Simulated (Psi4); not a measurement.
Run report: SiNH₄, single-point calculation

The run: single-point calculation of SiNH₄, multiplicity 2. Method and program: wB97X/def2-TZVP, UKS (Psi4 1.11).

A bond length was changed on purpose from its optimised value.

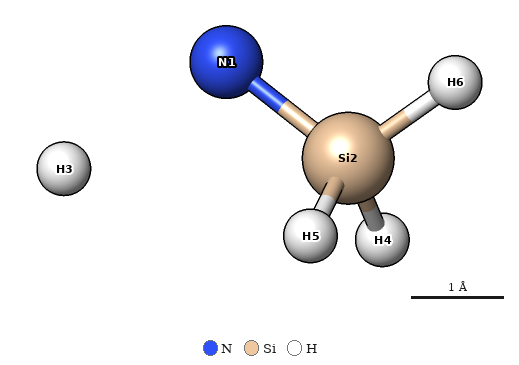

The structure as given in the input (ball-and-stick view, seen at a tilt; atoms are numbered from 1 in the order of the input). Sticks are drawn by distance; a stretched bond gets none, so the picture shows separate pieces.

Summary:

| quantity | value |
| --- | --- |
| outcome | converged |
| total energy | −346.397958 hartree |
| basis functions | 92 |
| ⟨S²⟩ | 0.765 |
| dipole moment | 1.32 D |
| hardware | 1 thread of AMD EPYC (Zen 5), 32 GiB of memory available, shared host |
| wall time | 29 s |
| peak memory | 1.2 GiB |

Input (h4nsi.in):
```
memory 2200 MB

molecule system {
  0 2
  N      0.195261     0.131397     1.553658
  Si    -0.600539     1.314197     0.534158
  H      0.922800    -1.640700     0.372700
  H     -1.707439     0.684297    -0.241342
  H      0.392661     1.878397    -0.424742
  H     -1.144939     2.401397     1.380358
  units angstrom
  symmetry c1
  no_reorient
  no_com
}

set reference uks
set puream true
set e_convergence 1e-09
set d_convergence 1e-08
set scf_type pk
set dft_radial_points 99
set dft_spherical_points 590
set maxiter 100

energy_value, wavefunction = energy("wb97x/def2-TZVP", return_wfn=True)
oeprop(wavefunction, "DIPOLE", "MAYER_INDICES", "WIBERG_LOWDIN_INDICES", title="WB97X")
```

Launched with:
```bash
psi4 h4nsi.in h4nsi.out -n 1
```

The program's output:
```
Psi4 1.11 release

   => Loading Basis Set <=

    Name: DEF2-TZVP
    Role: ORBITAL
    Keyword: BASIS

         ---------------------------------------------------------
                                   SCF
                              UKS Reference
                        1 Threads,   2098 MiB Core
         ---------------------------------------------------------

  ==> Geometry <==

    Molecular point group: c1
    Full point group: C1

    Geometry (in Angstrom), charge = 0, multiplicity = 2:

       Center              X                  Y                   Z               Mass
    ------------   -----------------  -----------------  -----------------  -----------------
         N            0.195261000000     0.131397000000     1.553658000000    14.003074004430
         SI          -0.600539000000     1.314197000000     0.534158000000    27.976926534650
         H            0.922800000000    -1.640700000000     0.372700000000     1.007825032230
         H           -1.707439000000     0.684297000000    -0.241342000000     1.007825032230
         H            0.392661000000     1.878397000000    -0.424742000000     1.007825032230
         H           -1.144939000000     2.401397000000     1.380358000000     1.007825032230

  Running in c1 symmetry.

  Rotational constants: A =      0.49769  B =      0.18693  C =      0.14269 [cm^-1]
  Rotational constants: A =  14920.39605  B =   5604.05426  C =   4277.88672 [MHz]
  Nuclear repulsion =   53.647404595619427

  Charge       = 0
  Multiplicity = 2
  Electrons    = 25
  Nalpha       = 13
  Nbeta        = 12

  ==> Algorithm <==

  SCF Algorithm Type is PK.
  DIIS enabled.
  MOM disabled.
  Fractional occupation disabled.
  Guess Type is SAD.
  Energy threshold   = 1.00e-09
  Density threshold  = 1.00e-08
  Integral threshold = 1.00e-12

  ==> Primary Basis <==

  Basis Set: DEF2-TZVP
    Blend: DEF2-TZVP
    Number of shells: 40
    Number of basis functions: 92
    Number of Cartesian functions: 102
    Spherical Harmonics?: true
    Max angular momentum: 3

  ==> DFT Potential <==

   => LibXC <=

    Version 7.1.2

   => Composite Functional: WB97X <=

    wB97X Hyb-GGA Exchange-Correlation Functional

    Deriv               =              1
    GGA                 =           TRUE
    Meta                =          FALSE

    Exchange Hybrid     =           TRUE
    MP2 Hybrid          =          FALSE

   => Exchange-Correlation Functionals <=

    1.0000   wB97X range-separated functional

   => Exact (HF) Exchange <=

    0.8423            HF,LR [omega = 0.3000]
    0.1577               HF

   => LibXC Density Thresholds  <==

    XC_HYB_GGA_XC_WB97X:  1.00E-14

   => Molecular Quadrature <=

    Radial Scheme          =       TREUTLER
    Pruning Scheme         =           NONE
    Nuclear Scheme         =       TREUTLER

    Blocking Scheme        =         OCTREE
    BS radius alpha        =              1
    Pruning alpha          =              1
    Radial Points          =             99
    Spherical Points       =            590
    Total Points           =         337431
    Total Blocks           =           2467
    Max Points             =            256
    Max Functions          =             91
    Weights Tolerance      =       1.00E-15

  ==> Integral Setup <==

  Using in-core PK algorithm.
   Calculation information:
      Number of atoms:                   6
      Number of AO shells:              40
      Number of primitives:             71
      Number of atomic orbitals:       102
      Number of basis functions:        92

      Integral cutoff                 1.00e-12
      Number of threads:                 1

  Performing in-core PK
  Using 27458343 doubles for integral storage.
  We computed 317503 shell quartets total.
  Whereas there are 336610 unique shell quartets.

  Computing range-separated integrals for PK
  We computed 317503 wK shell quartets total.
  Whereas there are 336610 wK unique shell quartets.

  ==> DiskJK: Disk-Based J/K Matrices <==

    J tasked:                  Yes
    K tasked:                  Yes
    wK tasked:                 Yes
    Omega:               3.000E-01
    Memory [MiB]:              825
    Schwarz Cutoff:          1E-12

  Cached 100.0% of DFT collocation blocks in 0.731 [GiB].

  Minimum eigenvalue in the overlap matrix is 2.5175281699E-03.
  Reciprocal condition number of the overlap matrix is 5.0093516097E-04.
    Using symmetric orthogonalization.

  ==> Pre-Iterations <==

  SCF Guess: Superposition of Atomic Densities via on-the-fly atomic UHF (no occupation information).

   -------------------------
    Irrep   Nso     Nmo
   -------------------------
     A         92      92
   -------------------------
    Total      92      92
   -------------------------

  ==> Iterations <==

                        Total Energy        Delta E     RMS |[F,P]|

   @UKS iter SAD:  -345.50660716813303   -3.45507e+02   0.00000e+00
   @UKS iter   1:  -346.05826341955367   -5.51656e-01   7.67906e-03 DIIS/ADIIS
   @UKS iter   2:  -345.62705390047449    4.31210e-01   1.13857e-02 DIIS/ADIIS
   @UKS iter   3:  -346.38928381182996   -7.62230e-01   8.66620e-04 DIIS/ADIIS
   @UKS iter   4:  -346.39542157770450   -6.13777e-03   8.25068e-04 DIIS/ADIIS
   @UKS iter   5:  -346.40015935861891   -4.73778e-03   3.53514e-04 DIIS/ADIIS
   @UKS iter   6:  -346.40354695340557   -3.38759e-03   2.90311e-04 DIIS/ADIIS
   @UKS iter   7:  -346.40192714176618    1.61981e-03   2.55872e-04 DIIS/ADIIS
   @UKS iter   8:  -346.39785398333800    4.07316e-03   8.17156e-05 DIIS
   @UKS iter   9:  -346.39792517420108   -7.11909e-05   2.82214e-05 DIIS
   @UKS iter  10:  -346.39794696032322   -2.17861e-05   1.64071e-05 DIIS
   @UKS iter  11:  -346.39795020983559   -3.24951e-06   8.97700e-06 DIIS
   @UKS iter  12:  -346.39795451318435   -4.30335e-06   5.78840e-06 DIIS
   @UKS iter  13:  -346.39795717809750   -2.66491e-06   3.22280e-06 DIIS
   @UKS iter  14:  -346.39795822347412   -1.04538e-06   1.33123e-06 DIIS
   @UKS iter  15:  -346.39795834934586   -1.25872e-07   8.01042e-07 DIIS
   @UKS iter  16:  -346.39795838857128   -3.92254e-08   5.85431e-07 DIIS
   @UKS iter  17:  -346.39795842742933   -3.88580e-08   3.86427e-07 DIIS
   @UKS iter  18:  -346.39795844872992   -2.13006e-08   2.07672e-07 DIIS
   @UKS iter  19:  -346.39795845219771   -3.46779e-09   1.23368e-07 DIIS
   @UKS iter  20:  -346.39795845283459   -6.36874e-10   1.07739e-07 DIIS
   @UKS iter  21:  -346.39795845308015   -2.45564e-10   1.14936e-07 DIIS
   @UKS iter  22:  -346.39795845282833    2.51816e-10   1.02390e-07 DIIS
   @UKS iter  23:  -346.39795845239973    4.28599e-10   6.53508e-08 DIIS
   @UKS iter  24:  -346.39795845230333    9.64064e-11   3.26865e-08 DIIS
   @UKS iter  25:  -346.39795845230196    1.36424e-12   8.35332e-09 DIIS
  Energy and wave function converged.

  ==> Post-Iterations <==

   Electrons on quadrature grid:
      Nalpha   =   12.9999999603 ; deviation = -3.975e-08
      Nbeta    =   12.0000000201 ; deviation = 2.008e-08
      Ntotal   =   24.9999999803 ; deviation = -1.967e-08

   @Spin Contamination Metric:   1.544188932E-02
   @S^2 Expected:                7.500000000E-01
   @S^2 Observed:                7.654418893E-01
   @S   Expected:                5.000000000E-01
   @S   Observed:                5.000000000E-01

    Orbital Energies [Eh]
    ---------------------

    Alpha Occupied:

       1A    -66.128953     2A    -14.470577     3A     -5.391663
       4A     -3.747558     5A     -3.746444     6A     -3.746335
       7A     -0.931454     8A     -0.645543     9A     -0.495463
      10A     -0.480906    11A     -0.450026    12A     -0.415819
      13A     -0.378006

    Alpha Virtual:

      14A     -0.099683    15A      0.089749    16A      0.132502
      17A      0.136373    18A      0.145632    19A      0.240538
      20A      0.242744    21A      0.300534    22A      0.317373
      23A      0.321210    24A      0.325740    25A      0.369387
      26A      0.378791    27A      0.396942    28A      0.441131
      29A      0.499307    30A      0.508084    31A      0.553388
      32A      0.609896    33A      0.623971    34A      0.628865
      35A      0.687962    36A      0.978804    37A      0.985982
      38A      0.988543    39A      1.041425    40A      1.048924
      41A      1.086207    42A      1.103044    43A      1.106159
      44A      1.191924    45A      1.199730    46A      1.201478
      47A      1.281345    48A      1.289283    49A      1.333910
      50A      1.427385    51A      1.439741    52A      1.507129
      53A      1.546685    54A      1.639164    55A      1.701345
      56A      1.709015    57A      1.718370    58A      1.775573
      59A      1.945355    60A      1.955382    61A      2.032853
      62A      2.073921    63A      2.092764    64A      2.132374
      65A      2.187018    66A      2.246080    67A      2.282746
      68A      2.345472    69A      2.387171    70A      2.467965
      71A      2.479296    72A      2.662240    73A      2.894035
      74A      2.909064    75A      2.919688    76A      3.959420
      77A      3.970279    78A      4.035866    79A      4.041670
      80A      4.096855    81A      4.119939    82A      4.216476
      83A      4.562353    84A      4.595316    85A      4.836332
      86A      4.865768    87A      5.042820    88A      6.243285
      89A      6.258083    90A      6.587862    91A     11.092356
      92A     31.441540

    Beta Occupied:

       1A    -66.129165     2A    -14.458870     3A     -5.391825
       4A     -3.747824     5A     -3.746693     6A     -3.746488
       7A     -0.877328     8A     -0.635806     9A     -0.479566
      10A     -0.464147    11A     -0.429016    12A     -0.368585

    Beta Virtual:

      13A     -0.084777    14A     -0.047895    15A      0.090975
      16A      0.136008    17A      0.143700    18A      0.147187
      19A      0.239405    20A      0.242542    21A      0.301876
      22A      0.319640    23A      0.330086    24A      0.338399
      25A      0.371792    26A      0.381076    27A      0.395986
      28A      0.444036    29A      0.500879    30A      0.529019
      31A      0.556157    32A      0.608403    33A      0.626487
      34A      0.630389    35A      0.693191    36A      0.986486
      37A      0.991428    38A      0.994747    39A      1.048074
      40A      1.057722    41A      1.090968    42A      1.103316
      43A      1.108633    44A      1.193209    45A      1.206283
      46A      1.212244    47A      1.295458    48A      1.309576
      49A      1.335049    50A      1.428991    51A      1.440804
      52A      1.522918    53A      1.558709    54A      1.641554
      55A      1.714395    56A      1.727507    57A      1.733863
      58A      1.784699    59A      1.947225    60A      1.958850
      61A      2.036050    62A      2.085817    63A      2.095227
      64A      2.134407    65A      2.209026    66A      2.289100
      67A      2.305989    68A      2.350686    69A      2.400612
      70A      2.479346    71A      2.485081    72A      2.668594
      73A      2.898792    74A      2.913255    75A      2.932506
      76A      4.019581    77A      4.031381    78A      4.079864
      79A      4.085902    80A      4.129439    81A      4.153675
      82A      4.247628    83A      4.634971    84A      4.674742
      85A      4.879397    86A      4.904071    87A      5.077438
      88A      6.243494    89A      6.257768    90A      6.589167
      91A     11.092550    92A     31.465051

    Final Occupation by Irrep:
              A
    DOCC [    12 ]
    SOCC [     1 ]
    NA   [    13 ]
    NB   [    12 ]

  @UKS Final Energy:  -346.39795845230196

   => Energetics <=

    Nuclear Repulsion Energy =             53.6474045956194274
    One-Electron Energy =                -584.2186141288675572
    Two-Electron Energy =                 205.4772416517118927
    DFT Exchange-Correlation Energy =     -21.3039905707656487
    Empirical Dispersion Energy =           0.0000000000000000
    VV10 Nonlocal Energy =                  0.0000000000000000
    Total Energy =                       -346.3979584523019639

  UHF NO Occupations:
  HONO-2 :   11  A 1.9992519
  HONO-1 :   12  A 1.9938857
  HONO-0 :   13  A 1.0000000
  LUNO+0 :   14  A 0.0061143
  LUNO+1 :   15  A 0.0007481
  LUNO+2 :   16  A 0.0005367
  LUNO+3 :   17  A 0.0002981

Computation Completed

Properties will be evaluated at   0.000000,   0.000000,   0.000000 [a0]

Properties computed using the SCF density matrix

 Multipole Moments:

 ------------------------------------------------------------------------------------
     Multipole            Electronic (a.u.)      Nuclear  (a.u.)        Total (a.u.)
 ------------------------------------------------------------------------------------

 L = 1.  Multiply by 2.5417464519 to convert [e a0] to [Debye]
 Dipole X            :         16.0509729          -16.2093828           -0.1584100
 Dipole Y            :        -42.6661697           42.7870429            0.1208731
 Dipole Z            :        -37.2159058           36.7377725           -0.4781333
 Magnitude           :                                                    0.5179917

 ------------------------------------------------------------------------------------

	total time  =         27 seconds =       0.45 minutes

Properties will be evaluated at   0.000000,   0.000000,   0.000000 [a0]

Properties computed using the WB97X density matrix

 Multipole Moments:

 ------------------------------------------------------------------------------------
     Multipole            Electronic (a.u.)      Nuclear  (a.u.)        Total (a.u.)
 ------------------------------------------------------------------------------------

 L = 1.  Multiply by 2.5417464519 to convert [e a0] to [Debye]
 Dipole X            :         16.0509729          -16.2093828           -0.1584100
 Dipole Y            :        -42.6661697           42.7870429            0.1208731
 Dipole Z            :        -37.2159058           36.7377725           -0.4781333
 Magnitude           :                                                    0.5179917

 ------------------------------------------------------------------------------------

  Mayer Bond Indices:

  Total Bond Index:
  Irrep: 1 Size: 6 x 6

                 1                   2                   3                   4                   5

    1     0.00000000000000     1.08043441351487     0.87054172171446     0.01564391209673     0.01835845448509
    2     1.08043441351487     0.00000000000000     0.07964500307144     0.94655109604090     0.94644782786459
    3     0.87054172171446     0.07964500307144     0.00000000000000     0.00275327923005     0.00093253007976
    4     0.01564391209673     0.94655109604090     0.00275327923005     0.00000000000000     0.00089649126778
    5     0.01835845448509     0.94644782786459     0.00093253007976     0.00089649126778     0.00000000000000
    6    -0.00311844805103     0.94125628119252     0.02555436442943     0.00196707697984     0.00186333458595

                 6

    1    -0.00311844805103
    2     0.94125628119252
    3     0.02555436442943
    4     0.00196707697984
    5     0.00186333458595
    6     0.00000000000000

  Alpha Contribution:
  Irrep: 1 Size: 6 x 6

                 1                   2                   3                   4                   5

    1     0.00000000000000     0.57725397507837     0.44149874537969     0.00199098949608     0.00146112874259
    2     0.57725397507837     0.00000000000000     0.04030348761538     0.47427953043315     0.47489288443943
    3     0.44149874537969     0.04030348761538     0.00000000000000     0.00172418658714     0.00068651362155
    4     0.00199098949608     0.47427953043315     0.00172418658714     0.00000000000000     0.00129934573965
    5     0.00146112874259     0.47489288443943     0.00068651362155     0.00129934573965     0.00000000000000
    6    -0.00033648694738     0.47040231903042     0.01315131316560     0.00083244841776     0.00098236810044

                 6

    1    -0.00033648694738
    2     0.47040231903042
    3     0.01315131316560
    4     0.00083244841776
    5     0.00098236810044
    6     0.00000000000000

  Beta Contribution:
  Irrep: 1 Size: 6 x 6

                 1                   2                   3                   4                   5

    1     0.00000000000000     0.50318043843650     0.42904297633477     0.01365292260065     0.01689732574250
    2     0.50318043843650     0.00000000000000     0.03934151545606     0.47227156560775     0.47155494342517
    3     0.42904297633477     0.03934151545606     0.00000000000000     0.00102909264291     0.00024601645821
    4     0.01365292260065     0.47227156560775     0.00102909264291     0.00000000000000    -0.00040285447187
    5     0.01689732574250     0.47155494342517     0.00024601645821    -0.00040285447187     0.00000000000000
    6    -0.00278196110365     0.47085396216211     0.01240305126383     0.00113462856208     0.00088096648551

                 6

    1    -0.00278196110365
    2     0.47085396216211
    3     0.01240305126383
    4     0.00113462856208
    5     0.00088096648551
    6     0.00000000000000

  Atomic Valences:

 #  #
 Irrep: 1
      1:    1.981860053760113
      2:    3.994334621684327
      3:    0.979426898525134
      4:    0.967811855615299
      5:    0.968498638283168
      6:    0.967522609136706

  Wiberg Bond Indices using Orthogonal Lowdin Orbitals:

  Total Bond Index:
  Irrep: 1 Size: 6 x 6

                 1                   2                   3                   4                   5

    1     0.00000000000000     1.64885911049880     0.81458340976198     0.04902588383671     0.05369136168413
    2     1.64885911049880     0.00000000000000     0.14006444517584     0.95965780954050     0.95677746134859
    3     0.81458340976198     0.14006444517584     0.00000000000000     0.00355882168556     0.00171767045991
    4     0.04902588383671     0.95965780954050     0.00355882168556     0.00000000000000     0.01474087385398
    5     0.05369136168413     0.95677746134859     0.00171767045991     0.01474087385398     0.00000000000000
    6     0.03676421866066     0.94880226352031     0.02748154939396     0.01500137577801     0.01482879635411

                 6

    1     0.03676421866066
    2     0.94880226352031
    3     0.02748154939396
    4     0.01500137577801
    5     0.01482879635411
    6     0.00000000000000

  Alpha Contribution:
  Irrep: 1 Size: 6 x 6

                 1                   2                   3                   4                   5

    1     0.00000000000000     0.89709189412649     0.41438117383931     0.01927234346196     0.01990764431546
    2     0.89709189412649     0.00000000000000     0.07150830878057     0.48493134716813     0.48542470711056
    3     0.41438117383931     0.07150830878057     0.00000000000000     0.00210687475796     0.00106830703490
    4     0.01927234346196     0.48493134716813     0.00210687475796     0.00000000000000     0.00746945295748
    5     0.01990764431546     0.48542470711056     0.00106830703490     0.00746945295748     0.00000000000000
    6     0.01940844879501     0.47250516905315     0.01422846482475     0.00742585405783     0.00741894259096

                 6

    1     0.01940844879501
    2     0.47250516905315
    3     0.01422846482475
    4     0.00742585405783
    5     0.00741894259096
    6     0.00000000000000

  Beta Contribution:
  Irrep: 1 Size: 6 x 6

                 1                   2                   3                   4                   5

    1     0.00000000000000     0.75176721637232     0.40020223592267     0.02975354037474     0.03378371736867
    2     0.75176721637232     0.00000000000000     0.06855613639527     0.47472646237237     0.47135275423803
    3     0.40020223592267     0.06855613639527     0.00000000000000     0.00145194692760     0.00064936342501
    4     0.02975354037474     0.47472646237237     0.00145194692760     0.00000000000000     0.00727142089650
    5     0.03378371736867     0.47135275423803     0.00064936342501     0.00727142089650     0.00000000000000
    6     0.01735576986564     0.47629709446716     0.01325308456921     0.00757552172019     0.00740985376315

                 6

    1     0.01735576986564
    2     0.47629709446716
    3     0.01325308456921
    4     0.00757552172019
    5     0.00740985376315
    6     0.00000000000000

  Atomic Valences:

 #  #
 Irrep: 1
      1:    2.602923984442280
      2:    4.654161090084036
      3:    0.987405896477255
      4:    1.041984764694755
      5:    1.041756163700720
      6:    1.042878203707043

    Psi4 run time: 0:00:27.68
```
